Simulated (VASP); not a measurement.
Band structure of TeO₂ (space group I4_1/amd). Calculation: PBE GGA, VASP's PBE PAW potentials (set 64) (plane waves; VASP).

Unless said otherwise, spin-orbit coupling is left out, though it shifts the bands of the heavy elements here.

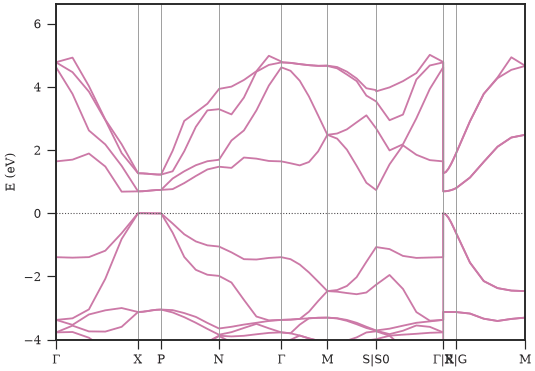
*Bands along high-symmetry lines, zero at the valence-band maximum or, without a gap, the Fermi level*

Q: Read the plot: is there a gap, and where are the band edges?

A: The gap is indirect, 0.61 eV, from the valence maximum at X to the conduction minimum at (-0.40, 0.40, 0.20).

The structure was generated: TeO2 was put into an ordered model structure, which need not be its known phase. The cell was not relaxed at this level. The k-mesh is coarse (spacing up to 0.42 per Å, 2π included), so the numbers may not be converged in it.
